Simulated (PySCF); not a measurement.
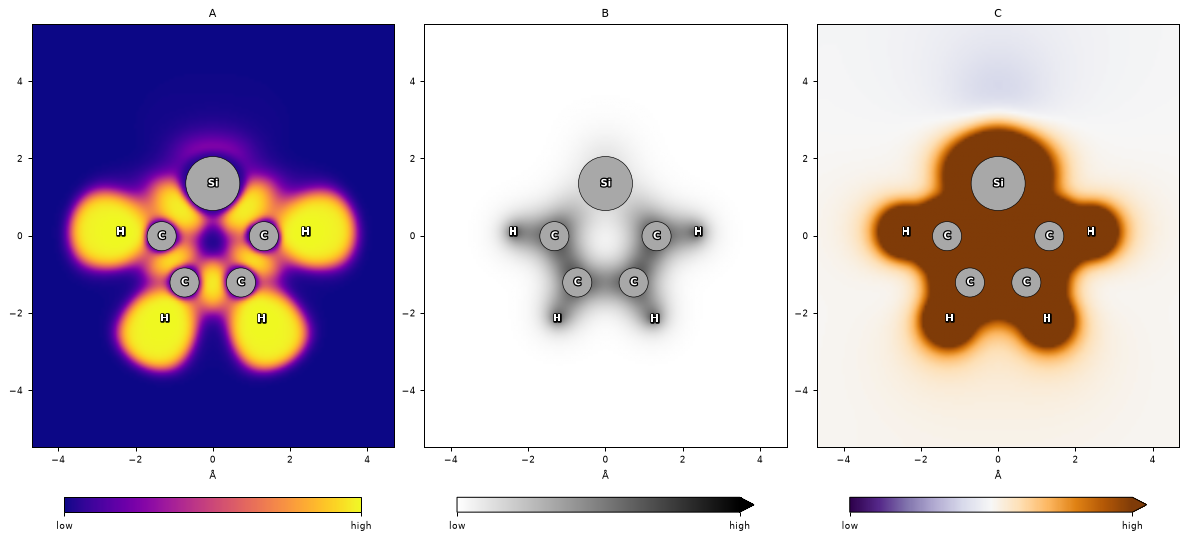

C$_{6}$H$_{10}$OSi (SMILES CO[Si]1(C)C=CC=C1): 3 fields on the plane of atoms Si3, C5 and H15, with unlabelled colour scales. Grey discs cover the atomic cores.

Geometry: GFN2-xTB.

Computed with CAM-B3LYP/def2-SVPD, SCF density, gas phase (PySCF).

Q: The panels show electron density, electron localisation function and electrostatic potential in some order. Assign them.

A: Panel A: electron localisation function. Panel B: electron density. Panel C: electrostatic potential (strongly positive close to the atoms, with negative regions outside electron-rich atoms). From the grid: C–C (1.34 Å): the density is about 2.3 e/Å³ at the midpoint; the ELF peaks at about 0.95 between the atoms: a short, multiple covalent bond. C–Si (1.90 Å): the density is about 0.94 e/Å³ at the midpoint; the ELF peaks at about 0.95 between the atoms, as expected for a covalent bond.
